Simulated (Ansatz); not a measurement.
Hypothetical R3c SnTeO3, pressure series

Take SnTeO₃ (space group R3c, No. 161; a = 6.3543 Å, c = 13.4011 Å (hexagonal axes); a hypothetical phase, not in the database extracts checked) as the base.

Cell and atoms are relaxed at each pressure.

All numbers come from DFT with PBEsol, PAW potentials and a 420 eV plane-wave cutoff in Ansatz (a quantum-chemistry and plane-wave program), scalar-relativistic without spin-orbit coupling.

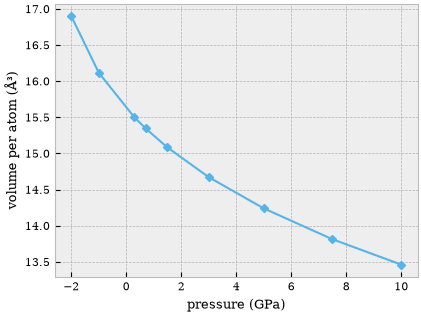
*Volume against pressure*

Task: Estimate the zero-pressure bulk modulus from the plot.

Result: About 36 GPa; a third-order Birch–Murnaghan fit to the points gives V₀ = 15.62 Å³/atom, B₀ = 36 GPa and B₀′ = 8.7.

Between the base and pressure 3 GPa the gap moves from 2.18 eV to 2.06 eV, a mean slope of -40 meV/GPa.

Spin-orbit coupling, missing from the scalar runs, can matter with Te. Load acts through the strain it causes; cell and atoms are relaxed under it. Stability against distortions was not tested. No other phases were tried under pressure.
